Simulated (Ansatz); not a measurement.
# C₃H₉BrSn: how energies converge with the basis set

How large a basis does C₃H₉BrSn need? Two functionals are run in growing sets.

Program: Ansatz 0.2.0, Gaussian basis. Level of theory: one geometry, several basis sets. These are calculated values, not measurements.

The runs, in order: PBE0-D4/def2-SVP; ωB97M-V/def2-SVP; PBE0-D4/def2-QZVPP; ωB97M-V/def2-QZVPP; the functionals' def2-TZVPP values are taken from earlier runs.

## (1) The geometry

The geometry comes from an earlier relaxation with PBE0-D4 in a triple-zeta def2 set; it is a stationary point, not always the lowest conformer. Sn takes the def2 core potential; no spin-orbit term is included.

SMILES `[CH3][Sn]([CH3])([CH3])[Br]`, 14 atoms, charge 0, spin multiplicity 1.

Atoms are counted from 1 here; the program's logs count them from 0.

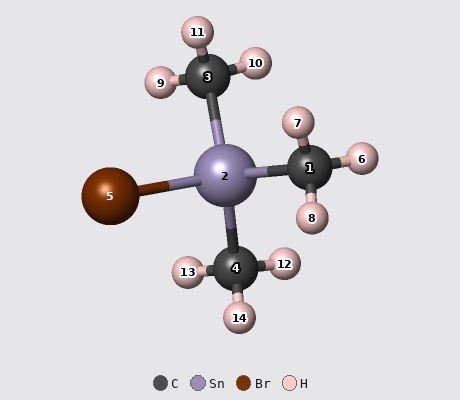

The structure; carbon dark grey, tin purple, bromine brown, hydrogen pink; atoms are numbered from 1 in the order of the file.

## (2) PBE0-D4 in def2-SVP

File in.yaml:

```yaml
crystal:
  periodic: [false, false, false]
  atoms:
    - {symbol: C, position_ang: [-1.824554, 0.958234, 0.176330]}
    - {symbol: Sn, position_ang: [0.157157, 0.258788, -0.195643]}
    - {symbol: C, position_ang: [1.341920, 0.097118, 1.572124]}
    - {symbol: C, position_ang: [0.220618, -1.489506, -1.418022]}
    - {symbol: Br, position_ang: [1.248745, 2.060293, -1.560963]}
    - {symbol: H, position_ang: [-2.374985, 0.228216, 0.772237]}
    - {symbol: H, position_ang: [-1.782745, 1.903884, 0.716324]}
    - {symbol: H, position_ang: [-2.341565, 1.111382, -0.770691]}
    - {symbol: H, position_ang: [2.364643, -0.166475, 1.303526]}
    - {symbol: H, position_ang: [0.933261, -0.672492, 2.229171]}
    - {symbol: H, position_ang: [1.346398, 1.051942, 2.097370]}
    - {symbol: H, position_ang: [-0.230942, -2.332333, -0.891955]}
    - {symbol: H, position_ang: [1.256111, -1.729627, -1.658205]}
    - {symbol: H, position_ang: [-0.326861, -1.308821, -2.342804]}
basis:
  gaussian: {orbitals: def2-SVP}
hamiltonian: {xc: pbe0, dispersion: d4}
output: {orbitals: {seedname: orbitals}}
```

On the command line:

```console
ansatz run in.yaml --threads 2 --pin off --events-out ev --progress --plain --max-ram 32768MiB --backend cpu
```

What it wrote:

```text
Functional definition: PBE0
  name "PBE0"
  cite "Adamo & Barone, J. Chem. Phys. 110, 6158 (1999) doi:10.1063/1.478522"
  cite "Perdew, Burke & Ernzerhof, Phys. Rev. Lett. 77, 3865 (1996) doi:10.1103/PhysRevLett.77.3865"
  parent pbe
  parameter a = 0.25
  parameter kappa = 0.804
  parameter beta = 0.06672455060314922
  exchange = (1 - a)*pbe_x(kappa = kappa, mu = beta*pi^2/3) + a*exact_x
  correlation = pbe_c(beta = beta)
1557 factors; integrals over basis functions are off by at most 1.1e-3 eV
mean field evaluation 1: about -79102.6974 eV, gradient 6.8e1 eV
mean field evaluation 2: about -79099.2279 eV, gradient 7.4e1 eV
mean field evaluation 4: about -79114.1847 eV, gradient 2.1e0 eV
mean field evaluation 8: about -79114.3367 eV, gradient 1.2e-1 eV
mean field evaluation 16: about -79114.3367 eV, gradient 5.3e-5 eV
mean field -79114.33669959 eV, -2907.3982480864 hartree, gradient 5.3e-5 eV, S^2 0.000000; 0 other end points of the search recorded, 0 dependent functions left out
reference -79114.33673308 eV, -2907.3982493172 hartree; 42, 42 occupied and 103, 103 virtual orbitals, 1557 factors
Total energy: -79114.61838903 eV, -2907.4085999824 hartree
```

Run time: 3.6 s. Hardware: 2 threads of AMD EPYC 7R13, shared host.

## (3) ωB97M-V in def2-SVP

Changes to in.yaml since step 2:

```diff
@@ -19,3 +19,3 @@
   gaussian: {orbitals: def2-SVP}
-hamiltonian: {xc: pbe0, dispersion: d4}
+hamiltonian: {xc: {name: wB97M-V}}
 output: {orbitals: {seedname: orbitals}}
```

Launched as before.

What it wrote (excerpt; [...] marks lines left out):

```text
Functional definition: wB97M-V
  name "wB97M-V"
  cite "Mardirossian & Head-Gordon, J. Chem. Phys. 144, 214110 (2016) doi:10.1063/1.4952647"
  cite "Becke, J. Chem. Phys. 107, 8554 (1997) doi:10.1063/1.475007"
  cite "Vydrov & Van Voorhis, J. Chem. Phys. 133, 244103 (2010) doi:10.1063/1.3521275"
  # Of w^i u^j: cxij and so on, Table III.
[...]
  gx(w, u) = 1 - cx + cx01*u + cx10*w
  gss(w, u) = css00 + css04*u^4 + css10*w + css20*w^2 + css43*w^4*u^3
  gos(w, u) = cos00 + cos10*w + (cos20 + cos21*u)*w^2 + (cos60 + cos61*u)*w^6
[...]
      + integral(e_c_pw_mod_opposite_spin*gos(b97_w_opposite, b97_u_opposite)) + vv10(b, c)
1557 factors; integrals over basis functions are off by at most 1.1e-3 eV
403 factors; integrals over basis functions are off by at most 7.1e-6 eV
[...]
mean field -79118.76864988 eV, -2907.5611192554 hartree, gradient 1.2e-5 eV, S^2 0.000000; 0 other end points of the search recorded, 0 dependent functions left out
reference -79118.76869883 eV, -2907.5611210543 hartree; 42, 42 occupied and 103, 103 virtual orbitals, 1557 factors
Total energy: -79118.76869883 eV, -2907.5611210543 hartree
```

It took 11 s on 2 threads of AMD EPYC 7R13, shared host; peak memory 0.65 GiB.

## (4) PBE0-D4 in def2-QZVPP

Changes to in.yaml since step 3:

```diff
@@ -18,4 +18,4 @@
 basis:
-  gaussian: {orbitals: def2-SVP}
-hamiltonian: {xc: {name: wB97M-V}}
+  gaussian: {orbitals: "def2-QZVPP.json"}
+hamiltonian: {xc: pbe0, dispersion: d4}
 output: {orbitals: {seedname: orbitals}}
```

On the command line:

```console
ansatz run in.yaml --threads 2 --pin off --events-out ev --progress --plain --max-ram 32768MiB --backend cuda --devices 0, --max-vram 18GiB
```

What it wrote:

```text
Functional definition: PBE0
  name "PBE0"
  cite "Adamo & Barone, J. Chem. Phys. 110, 6158 (1999) doi:10.1063/1.478522"
  cite "Perdew, Burke & Ernzerhof, Phys. Rev. Lett. 77, 3865 (1996) doi:10.1103/PhysRevLett.77.3865"
  parent pbe
  parameter a = 0.25
  parameter kappa = 0.804
  parameter beta = 0.06672455060314922
  exchange = (1 - a)*pbe_x(kappa = kappa, mu = beta*pi^2/3) + a*exact_x
  correlation = pbe_c(beta = beta)
2103 factors; their error is unknown
mean field evaluation 1: about -79111.8489 eV, gradient 8.6e1 eV
mean field evaluation 2: about -79105.3719 eV, gradient 9.4e1 eV
mean field evaluation 4: about -79128.2798 eV, gradient 4.7e0 eV
mean field evaluation 8: about -79128.5436 eV, gradient 8.2e-2 eV
mean field evaluation 16: about -79128.5436 eV, gradient 4.7e-5 eV
mean field -79128.54358474 eV, -2907.9203414860 hartree, gradient 4.7e-5 eV, S^2 0.000000; 0 other end points of the search recorded, 0 dependent functions left out
reference -79128.54363205 eV, -2907.9203432245 hartree; 42, 42 occupied and 570, 570 virtual orbitals, 2103 factors
Total energy: -79128.82528800 eV, -2907.9306938897 hartree
```

Wall time 18 s (1 × H100 (card shared with other runs) with 2 threads of AMD EPYC 7R13, shared host); peak host memory 2.8 GiB.

## (5) ωB97M-V in def2-QZVPP

Changes to in.yaml since step 4:

```diff
@@ -19,3 +19,3 @@
   gaussian: {orbitals: "def2-QZVPP.json"}
-hamiltonian: {xc: pbe0, dispersion: d4}
+hamiltonian: {xc: {name: wB97M-V}}
 output: {orbitals: {seedname: orbitals}}
```

Launched as before.

What it wrote (excerpt; [...] marks lines left out):

```text
Functional definition: wB97M-V
  name "wB97M-V"
  cite "Mardirossian & Head-Gordon, J. Chem. Phys. 144, 214110 (2016) doi:10.1063/1.4952647"
  cite "Becke, J. Chem. Phys. 107, 8554 (1997) doi:10.1063/1.475007"
  cite "Vydrov & Van Voorhis, J. Chem. Phys. 133, 244103 (2010) doi:10.1063/1.3521275"
  # Of w^i u^j: cxij and so on, Table III.
[...]
  gx(w, u) = 1 - cx + cx01*u + cx10*w
  gss(w, u) = css00 + css04*u^4 + css10*w + css20*w^2 + css43*w^4*u^3
  gos(w, u) = cos00 + cos10*w + (cos20 + cos21*u)*w^2 + (cos60 + cos61*u)*w^6
[...]
      + integral(e_c_pw_mod_opposite_spin*gos(b97_w_opposite, b97_u_opposite)) + vv10(b, c)
2055 factors; their error is unknown
485 factors; integrals over basis functions are off by at most 1.2e-5 eV
[...]
mean field -79133.16240160 eV, -2908.0900798748 hartree, gradient 2.7e-5 eV, S^2 0.000000; 0 other end points of the search recorded, 0 dependent functions left out
reference -79133.16247591 eV, -2908.0900826058 hartree; 42, 42 occupied and 570, 570 virtual orbitals, 2055 factors
Total energy: -79133.16247591 eV, -2908.0900826058 hartree
```

Run time: 13 s. Hardware: 1 × H100 (card shared with other runs) with 2 threads of AMD EPYC 7R13, shared host; peak host memory 1.3 GiB.

## (6) Density functionals: the series

The def2-TZVPP values come from earlier runs at the same geometry.

| functional | basis | functions | energy (eV) | from the largest (eV) | HOMO (eV) | LUMO (eV) |
| --- | --- | --- | --- | --- | --- | --- |
| PBE0-D4 | def2-SVP | 145 | -79114.6184 | 14.207 | -7.45 | 0.24 |
| PBE0-D4 | def2-TZVPP | 317 | -79127.1381 | 1.687 | -7.61 | -0.04 |
| PBE0-D4 | def2-QZVPP | 612 | -79128.8253 | 0.000 | -7.62 | -0.20 |
| ωB97M-V | def2-SVP | 145 | -79118.7687 | 14.394 | -9.63 | 2.19 |
| ωB97M-V | def2-TZVPP | 317 | -79131.5261 | 1.636 | -9.80 | 1.72 |
| ωB97M-V | def2-QZVPP | 612 | -79133.1625 | 0.000 | -9.81 | 1.07 |

## (7) Outcome

| quantity | value |
| --- | --- |
| PBE0-D4: double and triple zeta above quadruple | 14.21, 1.69 eV |
| ωB97M-V: double and triple zeta above quadruple | 14.39, 1.64 eV |

For PBE0-D4 the step from double to triple zeta gains 12.52 eV and the next only 1.69 eV. Total energies overstate the basis error of differences, where much of it tends to cancel. The LUMO of ωB97M-V is positive and keeps falling with the basis (2.19 to 1.07 eV): an unbound level that the basis holds in place.
